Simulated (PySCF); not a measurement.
C2H9ClOSi2

```json
{"atom": "C", "x (Å)": "2.3438", "y (Å)": "0.2985", "z (Å)": "0.1291"}
{"atom": "Si", "x (Å)": "1.2502", "y (Å)": "-1.1962", "z (Å)": "-0.2637"}
{"atom": "O", "x (Å)": "-0.1946", "y (Å)": "-0.6864", "z (Å)": "-0.8461"}
{"atom": "Si", "x (Å)": "-1.5309", "y (Å)": "0.2055", "z (Å)": "-0.9091"}
{"atom": "C", "x (Å)": "-2.1732", "y (Å)": "0.5182", "z (Å)": "0.8660"}
{"atom": "Cl", "x (Å)": "-0.9609", "y (Å)": "1.4366", "z (Å)": "1.7949"}
{"atom": "H", "x (Å)": "3.3183", "y (Å)": "-0.0096", "z (Å)": "0.4957"}
{"atom": "H", "x (Å)": "2.5039", "y (Å)": "0.9153", "z (Å)": "-0.7518"}
{"atom": "H", "x (Å)": "1.8868", "y (Å)": "0.9278", "z (Å)": "0.8889"}
{"atom": "H", "x (Å)": "0.9544", "y (Å)": "-1.9868", "z (Å)": "0.9331"}
{"atom": "H", "x (Å)": "1.7651", "y (Å)": "-2.0085", "z (Å)": "-1.3662"}
{"atom": "H", "x (Å)": "-2.5176", "y (Å)": "-0.6021", "z (Å)": "-1.6207"}
{"atom": "H", "x (Å)": "-1.2163", "y (Å)": "1.4909", "z (Å)": "-1.5238"}
{"atom": "H", "x (Å)": "-2.3475", "y (Å)": "-0.4036", "z (Å)": "1.4173"}
{"atom": "H", "x (Å)": "-3.0860", "y (Å)": "1.1084", "z (Å)": "0.8855"}
```

Geometry: GFN2-xTB.

Theory: PBE0/pcSseg-1, SCF density, gas phase, non-relativistic in PySCF 2.14.0.

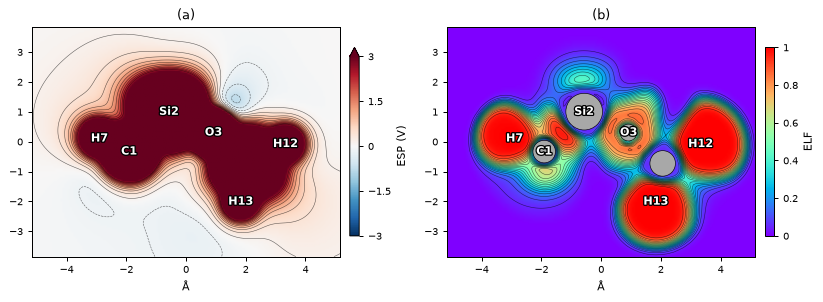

Figure 1. (a) molecular electrostatic potential; (b) electron localisation function on the plane of atoms C1, Si2 and O3. Grey discs cover the atomic cores in the ELF map.

What does the map show?

- The section cuts through C, Si, O and H sites.
- C–Si (1.89 Å): the ELF peaks at about 0.95 between the atoms (a shared electron pair).
- C–H (1.09 Å): the ELF climbs to about 1 towards the hydrogen, as it does in any bond to H; a covalent bond by its length.
- The ELF also peaks beside O3, away from the bonds: lone-pair regions.
- Outside the dense part of the molecule the potential is most negative (−0.8 V) near O3.

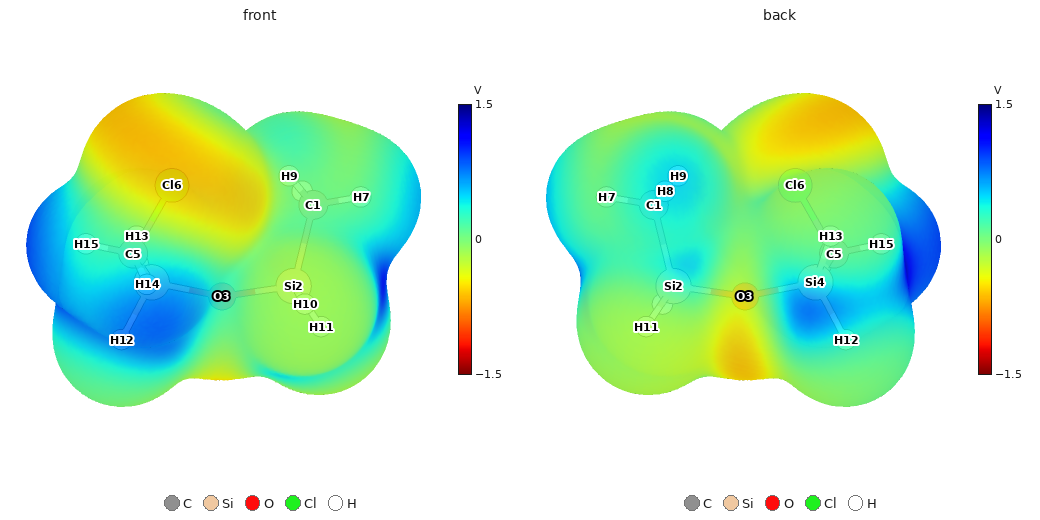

Figure 2. The electrostatic potential painted on the density surface at 0.001 e/bohr³, seen from the front and from behind; red is negative and blue positive.

Describe the electrostatic potential map.

The most negative region (about −0.6 V) lies over O3 and Cl6, the most positive (about +1.1 V) over Si4.
